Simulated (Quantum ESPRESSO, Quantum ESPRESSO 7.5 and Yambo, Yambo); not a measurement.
## InF3 (R-3c): G0W0 on several meshes in Yambo

Wanted: mesh dependence and cost of G0W0 for InF3 (R-3c).

Main program and level: Quantum ESPRESSO 7.5 and Yambo 5.3.0; LDA and many-body steps on it, plane waves.

### Step 1. The structure

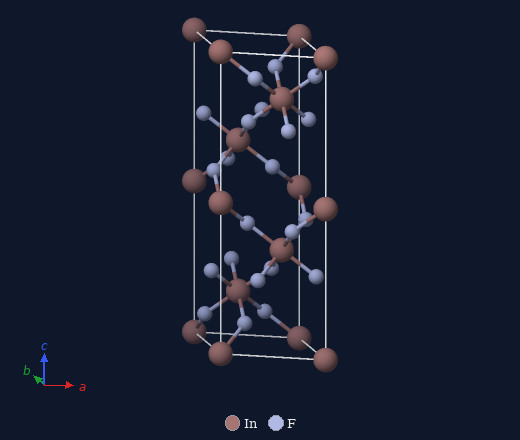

The starting structure, seen slightly off an axis (indium brown, fluorine light blue). This picture shows the conventional cell, with its axes. Bonds to atoms that aren't drawn are left out. Some periodic images of atoms are drawn too.

The cell and positions are those that the Materials Project relaxed with its own functionals (PBE, PBE+U or r2SCAN), kept fixed.

### Step 2. Empty states on the mesh, 4×4×4 mesh, 265 bands

This step: Quantum ESPRESSO 7.5; DFT, LDA, plane waves, norm-conserving pseudopotentials.

The sums over transitions need many empty states on a uniform mesh; this step solves for them.

Input file pw.in:

```
&control
  calculation = 'nscf'
  prefix = 'x'
  outdir = 'o'
  pseudo_dir = 'pseudo'
/
&system
  ibrav = 0
  nat = 8
  ntyp = 2
  ecutwfc = 80.0
  nbnd = 265
  force_symmorphic = .true.
/
&electrons
  conv_thr = 1e-9
  electron_maxstep = 80
  diago_full_acc = .true.
  diago_thr_init = 5e-6
/
ATOMIC_SPECIES
  In 114.82 In.upf
  F 18.998 F.upf
CELL_PARAMETERS angstrom
  2.6021411829 1.5023469124 4.9075061345
  -2.6021411829 1.5023469124 4.9075061345
  0.0000000000 -3.0046938249 4.9075061345
ATOMIC_POSITIONS crystal
  In 0.5000000000 0.5000000000 0.5000000000
  In 0.0000000000 0.0000000000 0.0000000000
  F 0.3957092200 0.7500000000 0.1042907800
  F 0.7500000000 0.1042907800 0.3957092200
  F 0.8957092200 0.6042907800 0.2500000000
  F 0.2500000000 0.8957092200 0.6042907800
  F 0.6042907800 0.2500000000 0.8957092200
  F 0.1042907800 0.3957092200 0.7500000000
K_POINTS automatic
  4 4 4 0 0 0
```

Launch:

```sh
$ OMP_NUM_THREADS=1 mpirun -n 4 pw.x -nk 4 -in pw.in > pw.out
```

What it wrote:

```text
Program PWSCF v.7.5 starts

     This program is part of the open-source Quantum ESPRESSO suite
     for quantum simulation of materials; please cite
         "P. Giannozzi et al., J. Phys.:Condens. Matter 21 395502 (2009);
         "P. Giannozzi et al., J. Phys.:Condens. Matter 29 465901 (2017);
         "P. Giannozzi et al., J. Chem. Phys. 152 154105 (2020);
     in publications or presentations arising from this work. More details at

     Atomic positions and unit cell read from directory:
     o/x.save/

     Message from routine setup:
[...]
-108.5499-108.5499 -67.1691 -67.1691 -67.1691 -67.1691 -67.1509 -67.1509
[...]
30.5619  30.5619  31.6013  31.6013  32.9200  32.9200  33.4591  33.4591
     [... 22 further rows ...]
    88.4922  88.4922  89.0400  89.0400  89.9265  89.9265  90.1765  90.1765
    90.4928

          k =-0.2764-0.1596 0.1954 (  9370 PWs)   bands (ev):

     [... further k-points ...]

     highest occupied, lowest unoccupied level (ev):     2.3935    6.4029

     XML data file, pseudopotentials, collected wavefunctions

=------------------------------------------------------------------------------=
   JOB DONE.
=------------------------------------------------------------------------------=
```

Elapsed: 92 s, on 4 MPI ranks of Arm Neoverse V2, shared host; peak memory 1.1 GiB; 6.1 min of CPU time.

Numbers from this step:

| Item | Value |
| --- | --- |
| gap | 4.009 eV |
| k of the valence top | 0, -0.5, -0.5 |
| k of the conduction bottom | 0, 0, 0 |
| least direct gap | 4.042 eV |
| k points computed | 14 |
| lowest point of the top converged band, above the valence top | 88.0993 eV |

On this mesh the gap is 4.009 eV.

The density comes from a self-consistent run that is not shown.

### Step 3. Conversion and set-up

This step: Yambo 5.3.0; conversion and set-up on LDA, plane waves, norm-conserving pseudopotentials.

The states are converted to the many-body program's format and the q mesh is built.

Launch:

```sh
$ (cd o/x.save; p2y > p2y.log; mv SAVE ../..); yambo > setup.log
```

What it wrote:

```text
 Yambo, version 5.3.0

 [02] CORE Variables Setup
 =========================

  [02.01] Unit cells
  ==================

  Cell kind             :  Unknown
  Atoms in the cell     :  In  F
  number of In atoms    :  2
  number of F  atoms    :   6

  List of atomic masses
  Mass of In    :  114.8200
  Mass of F     :  18.99800

  List of atomic coordinates    : [cc]
  In1       :   0.0000     -0.94486E-10   13.911      order 1
  In2       :  0.000000  0.000000  0.000000  order 2
  F1       :  -1.74217   2.66053  11.59230  order 3
[...]
Q [ 1]         [rlu]:  0.000000  0.000000  0.000000
 Q [ 2]         [rlu]: -0.34882E-16 -0.34882E-16  0.25000
 Q [ 3]         [rlu]:  0.49282E-16  0.49282E-16 -0.50000
[...]
Q [ 8]         [rlu]:  0.250000  0.250000  0.250000
 Q [ 9]         [rlu]:  0.250000  0.250000  0.500000
 Q [10]         [rlu]:  0.250000  0.250000 -0.250000
 Q [11]         [rlu]:  0.250000  0.500000  0.500000
 Q [12]         [rlu]:  0.250000  0.500000  0.750000
 Q [13]         [rlu]: -0.500000 -0.500000 -0.500000
 Q [14]         [rlu]: -0.25000     -0.16429E-15 -0.50000

  [03.01] X indexes
  =================

   [03.01.01] Sigma indexes
   ========================

 [06] Game Over & Game summary
```

It took 3 s on 1 MPI rank; peak memory 0.25 GiB.

### Step 4. 4×4×4

G0W0 replaces the xc potential by the self-energy, built once from these orbitals. Only a window of levels is corrected, while the sums run over the empty bands that the input names.

This step: G0W0 on LDA, plane waves, norm-conserving pseudopotentials.

Input file gw2.in:

```
HF_and_locXC
gw0
dyson
ppa
em1d
rim_cut
RandQpts= 1000000
RandGvec= 1 RL
EXXRLvcs= 80 Ry
VXCRLvcs= 320 Ry
Chimod= "HARTREE"
% BndsRnXp
 1 | 133 |
%
NGsBlkXp= 7 Ry
% LongDrXp
 1 | 1 | 1 |
%
% GbndRnge
 1 | 133 |
%
DysSolver= "n"
ExtendOut
PPAPntXp= 27.21138 eV
% QPkrange
 7 | 7 | 41 | 44 |
 1 | 1 | 41 | 44 |
%
```

Launch:

```sh
$ OMP_NUM_THREADS=2 mpirun -n 2 yambo -F gw2.in -J gw2 -C gw2 > gw2.log
```

What it wrote:

```text
 Yambo, version 5.3.0

 [02] CORE Variables Setup
 =========================

  [... cell, symmetries and grids as in the set-up ...]

  [02.05] Energies & Occupations
  ==============================

  [X] === General ===
  [X] Electronic Temperature                        :  0.000000  0.000000 [eV K]
  [X] Bosonic    Temperature                        :  0.000000  0.000000 [eV K]
  [X] Finite Temperature mode                       : no
  [X] El. density                                   :  0.72974E+24 [cm-3]
  [X] Fermi Level                                   :  2.393526 [eV]

  [X] === Gaps and Widths ===
  [X] Conduction Band Min                           :  4.009337 [eV]
  [X] Valence Band Max                              :  0.000000 [eV]
  [X] Filled Bands                                  :   42
  [X] Empty Bands                                   :   43  265
  [X] Direct Gap                                    :  4.041772 [eV]
  [X] Direct Gap localized at k                     :  1
  [X] Indirect Gap                                  :  4.009337 [eV]
  [X] Indirect Gap between kpts                     :   7   1
  [X] Last valence band width                       :  0.129179 [eV]
  [X] 1st conduction band width                     :  3.087633 [eV]

 [03] Transferred momenta grid and indexing
 ==========================================

 IBZ Q-points                                      :  14
 BZ  Q-points                                      :   64

 K/Q-points units:
 rlu = crystal or reduced units; cc = cartesian coordinates; iku = interal k-units

 Q [ 1]         [rlu]:  0.000000  0.000000  0.000000
 Q [ 2]         [rlu]: -0.34882E-16 -0.34882E-16  0.25000
 Q [ 3]         [rlu]:  0.49282E-16  0.49282E-16 -0.50000
 Q [ 4]         [rlu]:  0.18461E-16  0.25000      0.25000
 Q [ 5]         [rlu]:  0.15108E-15  0.25000      0.50000
 Q [ 6]         [rlu]:  0.74563E-16  0.25000     -0.25000
 Q [ 7]         [rlu]: -0.36922E-16 -0.50000     -0.50000
 Q [ 8]         [rlu]:  0.250000  0.250000  0.250000
 Q [ 9]         [rlu]:  0.250000  0.250000  0.500000
 Q [10]         [rlu]:  0.250000  0.250000 -0.250000
 Q [11]         [rlu]:  0.250000  0.500000  0.500000
 Q [12]         [rlu]:  0.250000  0.500000  0.750000
 Q [13]         [rlu]: -0.500000 -0.500000 -0.500000
 Q [14]         [rlu]: -0.25000     -0.16429E-15 -0.50000

 [04] Coloumb potential Random Integration (RIM)
 ===============================================

  [04.01] RIM initialization
  ==========================

  * Diagonal components only detected *

  8 x (sBL volume)        :  0.039915 [a.u.]
  sBZ random points       :  1000000
  Points outside the sBZ  :   7988742
  RL volume               :  0.319323 [a.u.]
  Integrated volume       :  0.319773 [a.u.]

  [04.02] RIM integrals
  =====================

  Gamma point sphere radius             :  0.061991 [a.u.]
  Points outside the sphere             :   799652
  [Int_sBZ(q=0) 1/q^2]*(Vol_sBZ)^(-1/3) =:  7.753065
                                 should be <:  7.795600

  Summary of Coulomb integrals for non-metallic bands |Q|[au] RIM/Bare

  Q [1] 0.100000E-4 0.994544 * Q [8] 0.169379 1.028176
  Q [2] 0.192878 1.076558 * Q [4] 0.216252 1.066047
  Q [9] 0.291577 1.024101 * Q [6] 0.319441 1.030907
  Q [11] 0.337204 1.016845 * Q [13] 0.338758 1.010690
  Q [5] 0.361568 1.021448 * Q [14] 0.361568 1.021767
  Q [10] 0.373154 1.022739 * Q [3] 0.385755 1.020169
  Q [7] 0.432504 1.015207 * Q [12] 0.465617 1.010633

 [WARNING] [Xp] User bands 1-133 break level degeneracy

 [05] Dipoles
 ============

  [05.01] Setup: observables and procedures
  =========================================

  [WARNING] [x,Vnl] slows the Dipoles computation. To neglect it rename the ns.kb_pp file

 [06] Dynamic Dielectric Matrix (PPA)
 ====================================

 [WR./gw2//ndb.pp]---------------------------------------------------------------
  Brillouin Zone Q/K grids (IBZ/BZ)                :   14   64   14   64
  RL vectors                                       :  11327 [WF]
  Coulomb cutoff potential                         : none
  Electronic Temperature                           :  0.000000 [K]
  Bosonic    Temperature                           :  0.000000 [K]
  PPA    diel. fun.  energies                      : Slater exchange(X)+Perdew & Wang(C)
  wavefunctions                                    : Slater exchange(X)+Perdew & Wang(C)
  Global Gauge                                     : length
  X matrix size                                    :  253
  X band range                                     :    1  133
  X e/h energy range                               : -1.000000 -1.000000 [eV]
  X Time ordering                                  : R
  X Hxc Kernel                                     : HARTREE
  X Drude frequency                                :  0.000000  0.000000
  X poles                                          :  100.0000 [o/o]
  RL vectors in the sum                            :  11327
  [r,Vnl] included                                 : yes
  Field direction                                  :  0.577350E-5  0.577350E-5  0.577350E-5
  BZ energy Double Grid                            : no
  BZ energy DbGd points                            : 0
  BZ Q point size factor                           : -1.000000
  X Optical Averaged directions                    : none

 [07] Local Exchange-Correlation + Non-Local Fock
 ================================================

 [VXC] Plane waves :   74873
 [EXS] Plane waves :   9339

 QP @ state[ 1 ] K range:  1  1
 QP @ state[ 1 ] b range:   41   44
 QP @ state[ 2 ] K range:   7   7
 QP @ state[ 2 ] b range:   41   44

 [xc] Functional : Slater exchange(X)+Perdew & Wang(C)
 [xc] LIBXC used to calculate xc functional
  PP Number of Atomic Species                      :  2
  NLCC RL compoments                               :   74873
  PP Number of Atomic Species                      :  2
  NLCC RL compoments                               :   74873

 [xc] E_xc :  -59.69010 [Ha]
      E_xc :  -119.3802 [Ry]

  Local XC kind (lXC) : Slater exchange(X)+Perdew & Wang(C)
  Non-Local XC kind (nlXC) : Hartree-Fock

  Corrections @ K [1] :  [eV]
 <41|nlXC|41> = -30.71631  0.29348E-17 <41|lXC|41> = -22.75048 -0.37763E-15
 <42|nlXC|42> = -30.71631 -0.23130E-16 <42|lXC|42> = -22.75048  0.13723E-31
 <43|nlXC|43> = -10.34929  0.11475E-18 <43|lXC|43> = -15.00348  0.70805E-16
 <44|nlXC|44> = -13.25180  0.53891E-18 <44|lXC|44> = -19.92570 -0.37756E-15

  Corrections @ K [7] :  [eV]
 <41|nlXC|41> = -30.87888 -0.19376E-16 <41|lXC|41> = -23.60424  0.18882E-15
 <42|nlXC|42> = -30.81237  0.80492E-17 <42|lXC|42> = -22.91541  0.94408E-16
 <43|nlXC|43> = -12.86166  0.90957E-18 <43|lXC|43> = -18.19567 -0.18884E-15
 <44|nlXC|44> = -13.06259 -0.84650E-18 <44|lXC|44> = -19.12037  0.18885E-15

 [08] Dyson equation: Newton solver
 ==================================

  [08.01] G0W0 (W PPA)
  ====================

  [  GW  ] Bands range     :    1  133
  [GW/PPA] G damping       :  0.100000 [eV]

  QP @ state[ 1 ] K range:  1  1
  QP @ state[ 1 ] b range:   41   44
  QP @ state[ 2 ] K range:   7   7
  QP @ state[ 2 ] b range:   41   44

   Sc/G bands                                       :    1  133
   Sc/G damping                                     :  0.100000 ev
   Sc bands terminator                              : no
   Sx RL components                                 :   9339

   QP @ state[ 1 ] K range                          :  1  1
   QP @ state[ 1 ] b range                          :   41   44
   QP @ state[ 2 ] K range                          :   7   7
   QP @ state[ 2 ] b range                          :   41   44
   GF energies kind                                 : Slater exchange(X)+Perdew & Wang(C)
   GF WF`s kind                                     : Slater exchange(X)+Perdew & Wang(C)
   Xs energies kind                                 : Slater exchange(X)+Perdew & Wang(C)
   Xs WF`s kind                                     : Slater exchange(X)+Perdew & Wang(C)

 [11] Game Over & Game summary
```

Wall time 11 min (2 MPI ranks); peak memory 3.2 GiB.

Numbers from this step:

* G0W0 gap on the points computed: 7.798 eV
* starting gap on the mesh: 4.009 eV
* k of the valence top: 0, -0.5, -0.5
* k of the conduction bottom: 0, 0, 0
* least direct G0W0 gap on the computed points: 7.847 eV
* Z at the valence top: 0.7980
* Z at the conduction bottom: 0.8692

The gap on the mesh goes from 4.01 eV to 7.80 eV, a correction of +3.79 eV.

### Step 5. Empty states on the mesh, 2×2×2 mesh, 133 bands

This step: Quantum ESPRESSO 7.5; DFT, LDA, plane waves, norm-conserving pseudopotentials.

Edit pw.in of step 2 so:

```diff
@@ -11,3 +11,3 @@
   ecutwfc = 80.0
-  nbnd = 265
+  nbnd = 133
   force_symmorphic = .true.
@@ -37,2 +37,2 @@
 K_POINTS automatic
-  4 4 4 0 0 0
+  2 2 2 0 0 0
```

Launch:

```sh
$ OMP_NUM_THREADS=1 mpirun -n 4 pw.x -nk 4 -in pw.in > pw.out
```

What it wrote:

```text
[banner, memory and clock lines left out]
Program PWSCF v.7.5 starts

     Atomic positions and unit cell read from directory:
     o/x.save/

     Message from routine setup:
     using ibrav=0 with symmetry is DISCOURAGED, use correct ibrav instead

     G-vector sticks info

     bravais-lattice index     =            0
     lattice parameter (alat)  =      10.8740  a.u.
     unit-cell volume          =     776.8010 (a.u.)^3
     number of atoms/cell      =            8
     number of atomic types    =            2
     number of electrons       =        84.00
[...]
[... 5 further rows ...]
[...]
50.5958  50.5958  52.2380  52.2380  52.5093

          k = 0.5528 0.3192-0.3908 (  9366 PWs)   bands (ev):

  -108.5499-108.5499 -67.1693 -67.1692 -67.1690 -67.1688 -67.1510 -67.1508
[...]
29.8621  30.6108  30.8813  31.3483  31.5967  31.9754  32.2287  32.4693
     [... 5 further rows ...]
    48.0677  48.2964  48.5093  48.5707  48.9136  49.0619  49.1209  49.9444
    50.5069  50.6009  50.9630  51.6082  51.7916

          k = 0.0000 0.0000-0.5863 (  9338 PWs)   bands (ev):

     highest occupied, lowest unoccupied level (ev):     2.3935    6.4029

     XML data file, pseudopotentials, collected wavefunctions
```

The job ended after 8.3 s (4 MPI ranks; peak memory 0.72 GiB).

Numbers from this step:

| Quantity | Value |
| --- | --- |
| gap | 4.009 eV |
| k of the valence top | 0, -0.5, -0.5 |
| k of the conduction bottom | 0, 0, 0 |
| least direct gap | 4.042 eV |
| k points computed | 4 |
| lowest point of the top converged band, above the valence top | 49.40 eV |

On this mesh the gap is 4.009 eV.

[end of part 1 of 2]

[Paths, hosts, dates, memory and timing lines, banners, echoed tables and standing remarks are left out of the program output.]

[Logs are printed without paths, hosts, clocks, repeated set-up lines and the standing remarks that a program may print on its own settings, such as how far it seeks lower states.]

[Runs of the session that timed out or met a known fault of the program may be left out.]

[Hosts, paths, dates, database ids (printed as entryN), source tags and the programs' standing remarks are cut or masked in the printed files.]
